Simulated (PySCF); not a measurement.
B(F)3, SMILES FB(F)F, singlet at its CAM-B3LYP/def2-SVP optimised geometry (Å):

```
4

B     -0.3270    -0.0002     0.0000
F     -0.9805     1.1335     0.0000
F     -0.9817    -1.1335    -0.0012
F      0.9817    -0.0002     0.0000
```

Level of theory: PySCF 2.14.0 with CAM-B3LYP/def2-TZVP. Cells within 0.4 Å of a nucleus heavier than hydrogen are left out (blank, or x).

Map of the deformation density (molecule minus spherical neutral atoms) (e/bohr³) on the plane z = 0.0 Å:

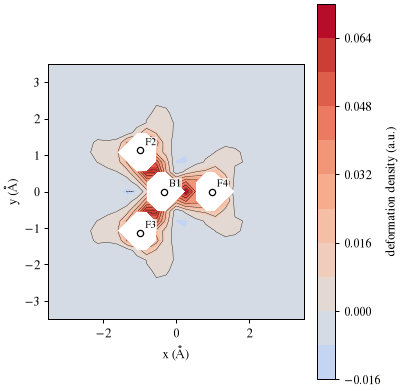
Figure. Deformation density (molecule minus spherical neutral atoms) (e/bohr³) on the plane z = 0.0 Å.
